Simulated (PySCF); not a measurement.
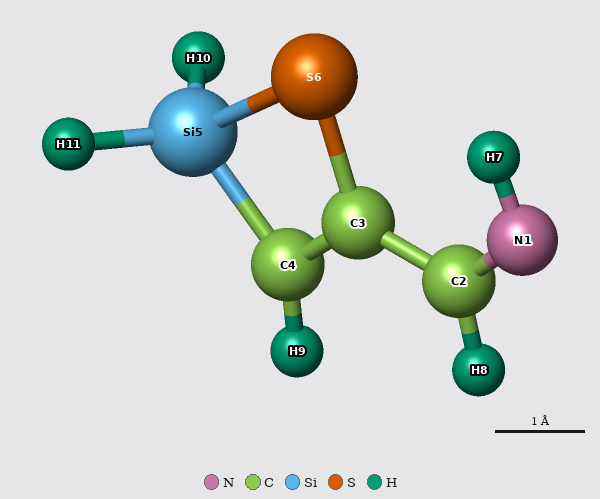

Figure 1. The structure (ball-and-stick view, seen at a tilt; atoms are numbered from 1 in the order of the input).

# Two runs on C3H5NSSi

System: C3H5NSSi.
Method of run 1: GIAO PBE0/6-31G* NMR shielding, non-relativistic, gas phase (PySCF 2.14.0).

The geometry comes from this level: PBE0-D3(BJ)/def2-SVP. Text and figures count atoms from 1; the logs count them from 0 in places.

### Input file, run 1
```
{"job": {"kind": "nmr", "xc": "PBE0", "basis": "6-31G*", "pop": true}, "charge": 0, "multiplicity": 1}
N     -2.423878     0.583655     1.359043
C     -1.676918    -0.276714     0.802867
C     -0.316088    -0.060550     0.290190
C      0.500691    -0.951628    -0.322494
Si     1.888149     0.247510    -0.576747
S      0.460836     1.562207     0.433304
H     -1.938059     1.490000     1.412271
H     -2.054975    -1.305101     0.672073
H      0.249112    -1.994616    -0.523510
H      3.148812     0.027562     0.185663
H      2.197499     0.661895    -1.973899
```

The first line tells a small driver script what to run in PySCF; the rest is the geometry in Å.

Launched with:
```bash
OMP_NUM_THREADS=1 python <driver script> task.json out
```

Hardware: 1 CPU thread, shared host.

### Output (run 1)
```
coarse grid: 10672 points
cycle   1  E = -859.2461550064  dE =  8.120e-01  |g| = 4.064e-01  |ddm| = 3.447e+00
cycle   2  E = -859.1990606118  dE =  4.709e-02  |g| = 6.164e-01  |ddm| = 1.063e+00
cycle   3  E = -859.2879262821  dE = -8.887e-02  |g| = 1.201e-01  |ddm| = 6.477e-01
cycle   4  E = -859.2914082627  dE = -3.482e-03  |g| = 3.441e-02  |ddm| = 1.514e-01
cycle   5  E = -859.2916855748  dE = -2.773e-04  |g| = 1.369e-02  |ddm| = 5.335e-02
cycle   6  E = -859.2917372126  dE = -5.164e-05  |g| = 4.660e-03  |ddm| = 2.119e-02
cycle   7  E = -859.2917432961  dE = -6.084e-06  |g| = 1.132e-03  |ddm| = 6.763e-03
final grid: 95152 points
cycle   8  E = -859.2220615740  dE = -9.534e-06  |g| = 8.448e-03  |ddm| = 2.154e-02
cycle   9  E = -859.2220427225  dE =  1.885e-05  |g| = 1.161e-02  |ddm| = 2.506e-02
cycle  10  E = -859.2220821112  dE = -3.939e-05  |g| = 9.413e-04  |ddm| = 1.563e-02
cycle  11  E = -859.2220823196  dE = -2.084e-07  |g| = 3.358e-04  |ddm| = 1.313e-03
cycle  12  E = -859.2220823444  dE = -2.471e-08  |g| = 1.029e-04  |ddm| = 3.519e-04
cycle  13  E = -859.2220823466  dE = -2.274e-09  |g| = 2.445e-05  |ddm| = 1.003e-04
cycle  14  E = -859.2220823468  dE = -1.512e-10  |g| = 1.123e-05  |ddm| = 4.386e-05
converged SCF energy = -859.2220823468

GIAO shielding tensors (ppm)
atom      isotropic    diamagn.    paramagn.     s11        s22        s33       span
  0 N      -58.083     326.939    -385.021   -356.868    -76.371    258.992    615.860
  1 C       40.287     253.458    -213.170    -60.408     55.010    126.261    186.669
  2 C       35.841     261.465    -225.624    -54.790     53.571    108.743    163.533
  3 C       79.053     259.852    -180.799     -0.220     73.437    163.942    164.162
  4 Si     422.616     882.319    -459.704    386.370    421.698    459.779     73.409
  5 S      640.496    1059.948    -419.452    385.565    663.724    872.200    486.635
  6 H       21.659      33.010     -11.351     11.311     24.151     29.516     18.205
  7 H       24.165      28.346      -4.181     22.338     22.901     27.256      4.918
  8 H       26.281      31.088      -4.807     24.612     25.175     29.055      4.443
  9 H       26.449      28.478      -2.029     23.610     24.535     31.202      7.592
 10 H       26.448      28.726      -2.278     23.604     24.563     31.176      7.572
```

For run 2 the input was changed thus:
```diff
-"basis": "6-31G*"
+"basis": "IGLO-III"
```

How does run 2 compare with run 1?

The total energy of run 2 is 82.0 kcal/mol lower, which measures the change of basis and not a stability. The HOMO goes from −6.76 to −6.87 eV. The LUMO goes from −1.77 to −2.02 eV. The dipole moment goes from 3.30 to 3.10 D. Of all shieldings, the largest change is that of S6, by −60.8 ppm. The SCF takes 15 iterations against 14. The basis functions go from 102 to 278.

### Output (run 2)
```
coarse grid: 10672 points
cycle   1  E = -859.3040502981  dE =  7.359e-01  |g| = 4.506e-01  |ddm| = 2.718e+00
cycle   2  E = -859.2544812812  dE =  4.957e-02  |g| = 6.469e-01  |ddm| = 7.862e-01
cycle   3  E = -859.3434152021  dE = -8.893e-02  |g| = 1.456e-01  |ddm| = 4.408e-01
cycle   4  E = -859.3474736253  dE = -4.058e-03  |g| = 5.671e-02  |ddm| = 1.260e-01
cycle   5  E = -859.3482222807  dE = -7.487e-04  |g| = 1.538e-02  |ddm| = 4.722e-02
cycle   6  E = -859.3482794060  dE = -5.713e-05  |g| = 6.743e-03  |ddm| = 1.812e-02
cycle   7  E = -859.3482903456  dE = -1.094e-05  |g| = 2.152e-03  |ddm| = 6.431e-03
cycle   8  E = -859.3482914826  dE = -1.137e-06  |g| = 4.672e-04  |ddm| = 1.658e-03
final grid: 95152 points
cycle   9  E = -859.3527344208  dE = -6.346e-05  |g| = 8.289e-03  |ddm| = 4.288e-02
cycle  10  E = -859.3527204643  dE =  1.396e-05  |g| = 1.037e-02  |ddm| = 1.530e-02
cycle  11  E = -859.3527470036  dE = -2.654e-05  |g| = 1.630e-03  |ddm| = 1.032e-02
cycle  12  E = -859.3527476463  dE = -6.427e-07  |g| = 7.525e-04  |ddm| = 1.697e-03
cycle  13  E = -859.3527477782  dE = -1.318e-07  |g| = 1.939e-04  |ddm| = 5.548e-04
cycle  14  E = -859.3527477855  dE = -7.330e-09  |g| = 5.415e-05  |ddm| = 1.153e-04
cycle  15  E = -859.3527477862  dE = -7.187e-10  |g| = 1.227e-05  |ddm| = 4.481e-05
converged SCF energy = -859.3527477862

GIAO shielding tensors (ppm)
atom      isotropic    diamagn.    paramagn.     s11        s22        s33       span
  0 N      -96.213     325.680    -421.893   -410.561   -124.539    246.460    657.020
  1 C       11.224     251.463    -240.238   -100.863     26.362    108.174    209.038
  2 C        7.553     247.762    -240.208    -95.849     24.908     93.601    189.450
  3 C       56.001     260.380    -204.379    -33.658     47.757    153.905    187.563
  4 Si     382.314     887.997    -505.683    342.301    393.166    411.475     69.174
  5 S      579.730    1061.299    -481.569    305.016    627.700    806.472    501.456
  6 H       21.202      34.052     -12.850     11.189     23.178     29.239     18.050
  7 H       23.165      29.201      -6.036     21.118     22.119     26.258      5.140
  8 H       25.350      31.881      -6.531     23.950     24.743     27.356      3.405
  9 H       25.811      28.784      -2.973     22.879     24.082     30.472      7.593
 10 H       25.808      29.059      -3.252     22.870     24.104     30.448      7.578
```

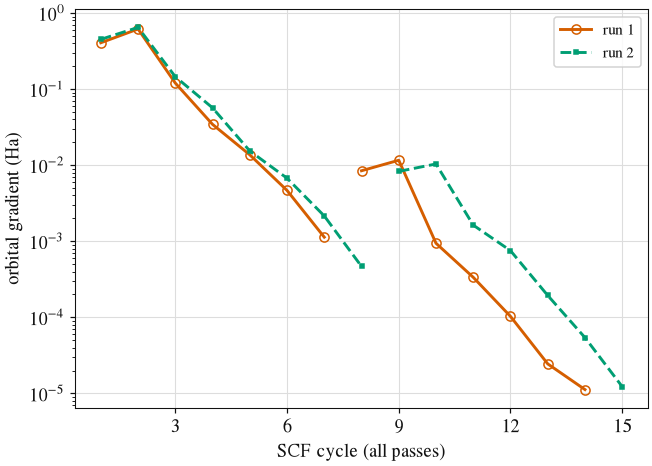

Figure 2. Convergence of the two runs: orbital gradient against the SCF cycle. A break in a curve parts two SCF passes (coarse and final grid). Run 1 takes 14 cycles in all, and run 2 takes 15.

### The two runs side by side

| quantity | run 1 | run 2 |
| --- | --- | --- |
| outcome | converged | converged |
| total energy (hartree) | −859.222082 | −859.352748 |
| HOMO (eV) | −6.76 | −6.87 |
| LUMO (eV) | −1.77 | −2.02 |
| dipole moment (D) | 3.30 | 3.10 |
| shielding of N1 (ppm) | −58.1 | −96.2 |
| shielding of C2 (ppm) | 40.3 | 11.2 |
| shielding of C3 (ppm) | 35.8 | 7.6 |
| shielding of C4 (ppm) | 79.1 | 56.0 |
| shielding of Si5 (ppm) | 422.6 | 382.3 |
| shielding of S6 (ppm) | 640.5 | 579.7 |
| shielding of H8 (ppm) | 24.2 | 23.2 |
| SCF iterations | 14 | 15 |
| basis functions | 102 | 278 |
| wall time (shared host) | 11 s | 42 s |
